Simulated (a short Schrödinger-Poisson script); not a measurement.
Stack: MOS inversion layer, SiO2 on p-type Si(110), at 400 K.

| layer | material | thickness (nm) | Na (cm⁻³) |
|---|---|---|---|
| 1 | SiO2 | 2.9 | - |
| 2 | Si | 880 | 6e16 |

Constants are typed, rounded textbook-type inputs, not results; the design itself was drawn at random and stands for no fabricated device. SiO2: permittivity 3.9, conduction-band edge (eV) 3.15, gap (eV) 9, electron mass (mₑ) 0.5. Si: permittivity 11.7, conduction-band edge (eV) 0, gap (eV) 1.124, Nv at 300 K (cm⁻³) 3.1e19.

Channel valleys (confinement mass, in-plane density-of-states mass, number): Δ4 0.315, 0.324, 4; Δ2 0.19, 0.417, 2. At the gate the conduction-band edge of layer 1 lies 3.16 eV − eVg above the Fermi level of the channel; the field vanishes at the back. Gaps are held at their typed values at every temperature. Mesh 0.03 nm at interfaces.

Solved with a short Schrödinger-Poisson script written for these runs: 1D Poisson equation in equilibrium, electrons quantum, Hartree (BenDaniel-Duke, 12 states a valley, the channel's in-plane mass for all, wave functions free to enter the dielectric), parabolic valleys, classical holes, full ionisation, no traps, pinning or gate leakage.

Only gate voltages with over 1e8 electrons/cm² are shown.

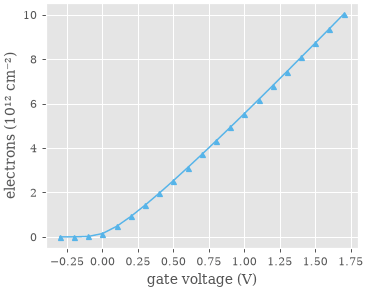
*Sheet density against gate voltage*

| Vg (V) | electrons (cm⁻²) | C (μF/cm²) | Δ4 E0 (meV) | Δ4 E1 (meV) | Δ2 E0 (meV) | Δ2 E1 (meV) |
|---|---|---|---|---|---|---|
| -0.3 | 1.31e8 | 0.0953 | 439.4 | 476.2 | 447.1 | 490.3 |
| -0.1 | 2.00e10 | 0.150 | 262.8 | 304.5 | 271.4 | 320.5 |
| 0.1 | 4.74e11 | 0.659 | 150.1 | 199.5 | 160.5 | 217.3 |
| 0.3 | 1.43e12 | 0.849 | 108.6 | 167.6 | 121.3 | 187.0 |
| 0.5 | 2.53e12 | 0.923 | 86.0 | 153.5 | 100.8 | 174.0 |
| 0.7 | 3.71e12 | 0.963 | 70.6 | 145.5 | 87.1 | 166.7 |
| 0.9 | 4.93e12 | 0.989 | 58.9 | 140.4 | 77.0 | 162.1 |
| 1.1 | 6.17e12 | 1.01 | 49.4 | 136.8 | 68.9 | 159.0 |
| 1.3 | 7.44e12 | 1.02 | 41.3 | 134.3 | 62.2 | 156.7 |
| 1.5 | 8.73e12 | 1.03 | 34.4 | 132.4 | 56.4 | 155.0 |
| 1.7 | 1.00e13 | 1.04 | 28.2 | 130.9 | 51.3 | 153.8 |

Subbands count from the Fermi level.
